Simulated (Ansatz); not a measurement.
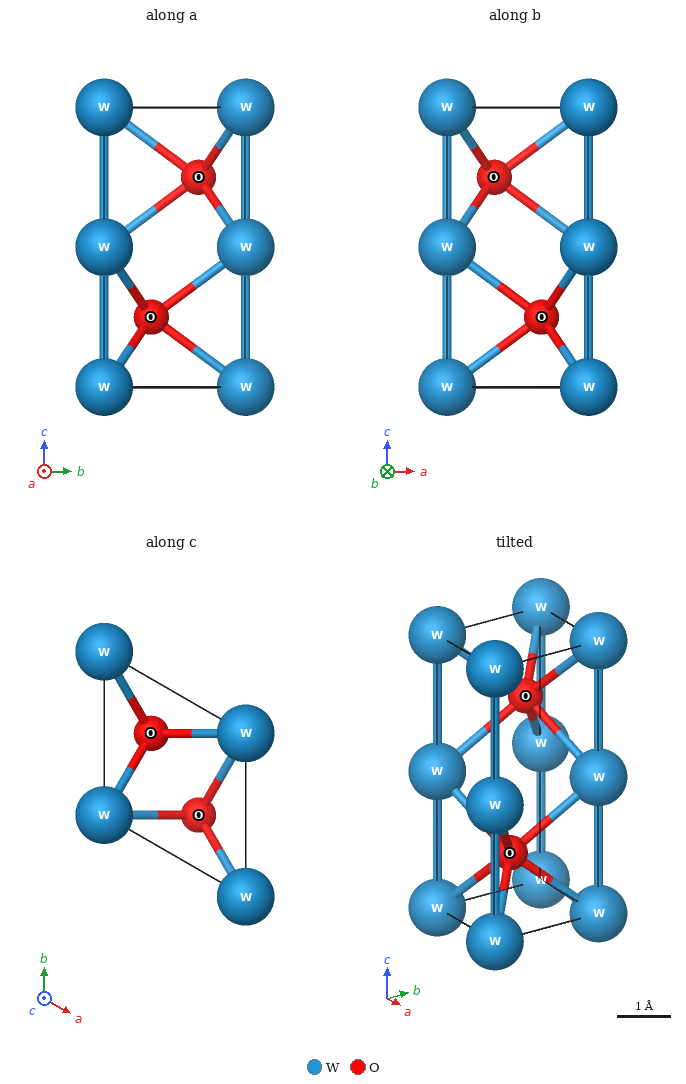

We look at a ball-and-stick model of the crystal along the a axis, along the b axis, along the c axis and slightly off an axis. The lines enclose the conventional unit cell; boundary atoms appear with their images.

Lattice parameters: a = 3.0846 Å, b = 3.0846 Å, c = 5.2784 Å, α = 90.000°, β = 90.000°, γ = 120.000°.

**Reconstruct the structure as a CIF in P1 with every atom of the cell.**

```cif
data_structure
_symmetry_space_group_name_H-M 'P 1'
_symmetry_Int_Tables_number 1
_cell_length_a 3.0846
_cell_length_b 3.0846
_cell_length_c 5.2784
_cell_angle_alpha 90.000
_cell_angle_beta 90.000
_cell_angle_gamma 120.000
_cell_volume 43.49
loop_
_atom_site_label
_atom_site_type_symbol
_atom_site_fract_x
_atom_site_fract_y
_atom_site_fract_z
_atom_site_occupancy
W1 W 0.0000 0.0000 0.5000 1
W2 W 0.0000 0.0000 0.0000 1
O1 O 0.3333 0.6667 0.7500 1
O2 O 0.6667 0.3333 0.2500 1
```

It derives from a structure type filled with these elements by a generator (whether the compound takes this form wasn't checked). Earlier steps of the study, as a rule a relaxation of our own, may have changed the cell and positions, so they can lie some per cent off the listed ones. It was set up as input for a calculation with Ansatz.
